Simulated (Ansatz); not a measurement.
Convergence study of the plane-wave cutoff for VW₃ (I4mm, 4 atoms in the cell)

```yaml
crystal:
  lattice:
    - [0.00000, 3.10949, 3.10949]
    - [3.10949, 0.00000, 3.10949]
    - [3.10949, 3.10949, 0.00000]
  atoms:
    - { symbol: V, position: [0.00804, 0.00804, 0.99196] }
    - { symbol: W, position: [0.25000, 0.25000, 0.25000] }
    - { symbol: W, position: [0.75000, 0.75000, 0.75000] }
    - { symbol: W, position: [0.50000, 0.50000, 0.50000] }
```

Method: LDA (PW92), default PAW files made with PBE (plane waves; Ansatz, a quantum-chemistry and plane-wave program).

Base settings: basis.ecutwfc = 420 eV; kpoints.mp_grid.grid = 7 7 7; hamiltonian.xc = lda; hamiltonian.pseudopotentials = {kind: paw} (the program's default PAW files); scf.occupations.method = gaussian; scf.occupations.width = 0.1 eV.

The second cell is the first with its lattice scaled by 0.98.

The mesh stays at the base's, so the ladder's end is converged at best in this setting alone.

The first pressure column holds Ansatz's estimate of the finite-basis (Pulay) stress, which hides part of the cutoff error; the other is without it.

Only quantities that move along the ladder and can be compared are tabulated.

The count of work is k-points × plane waves × bands × iterations; it is no time. 

The starting cell comes from a database of computed structures (which also holds hypothetical and non-ambient phases and stackings), without a prior relaxation at this level. Its lattice was rescaled by up to half a per cent. One atom was moved a little off its site on purpose. Spin polarisation is off. In the base run, with a pressure of about -6 GPa the cell is away from its equilibrium volume at this level.

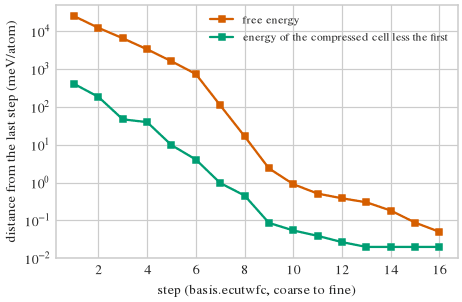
Distance from the last step along the ladder; very small values are drawn at a floor.

| basis.ecutwfc | free energy less the last step's (meV/atom) | energy of the compressed cell less the first (meV/atom) | pressure (GPa) | pressure without the Pulay estimate (GPa) | largest difference of a force vector from the last step's (eV/Å) | count of work / last |
|---|---|---|---|---|---|---|
| 145 eV | 25177.37 | -391.98 | -68.48 | -793.33 | 0.228 | 0.089 |
| 170 eV | 12289.11 | -169.48 | -34.34 | -476.05 | 0.840 | 0.11 |
| 190 eV | 6540.32 | -32.16 | -9.23 | -297.66 | 0.526 | 0.12 |
| 210 eV | 3331.65 | -24.88 | -3.62 | -178.62 | 0.182 | 0.14 |
| 230 eV | 1613.34 | 5.07 | -2.36 | -103.11 | 0.057 | 0.16 |
| 250 eV | 741.13 | 18.93 | -5.98 | -57.73 | 0.030 | 0.14 |
| 295 eV | 110.43 | 15.83 | -6.45 | -16.82 | 0.013 | 0.16 |
| 335 eV | 16.78 | 15.31 | -6.38 | -8.36 | 0.000 | 0.20 |
| 380 eV | 2.38 | 14.94 | -6.42 | -6.62 | 0.000 | 0.22 |
| 420 eV | 0.91 | 14.91 | -6.41 | -6.46 | 0.000 | 0.28 |
| 460 eV | 0.51 | 14.89 | -6.42 | -6.43 | 0.000 | 0.31 |
| 505 eV | 0.39 | 14.88 | -6.42 | -6.42 | 0.000 | 0.34 |
| 565 eV | 0.30 | 14.87 | -6.42 | -6.43 | 0.000 | 0.42 |
| 630 eV | 0.18 | 14.86 | -6.42 | -6.43 | 0.000 | 0.48 |
| 735 eV | 0.09 | 14.85 | -6.42 | -6.42 | 0.000 | 0.62 |
| 840 eV | 0.04 | 14.85 | -6.42 | -6.43 | 0.000 | 0.75 |
| 1010 eV | 0.00 | 14.85 | -6.42 | -6.42 | 0.000 | 1.0 |

Coarsest basis.ecutwfc that holds the free energy within 1 meV/atom of the last step, with all finer ones: 420 eV, at 0.28 of the last step's count of work; the step before is off by 2.4 meV/atom.

Coarsest basis.ecutwfc that holds the forces within 0.005 eV/Å of the last step, with all finer ones: 335 eV, at 0.20 of the last step's count of work; the step before is off by 0.013 eV/Å.

Coarsest basis.ecutwfc that holds the pressure without the Pulay estimate within 1 GPa of the last step, with all finer ones: 380 eV, at 0.22 of the last step's count of work; the step before is off by 1.9 GPa.

The energy difference between the two cells stays within 1 meV/atom of the last step's from 295 eV on, the total only from 420 eV on: much of the error is common to both cells and cancels.

At the lowest cutoff the pressure without the Pulay estimate lies 787 GPa under the last step's, the usual sign of Pulay stress in an incomplete plane-wave basis.

Keys are those of Ansatz 0.2.
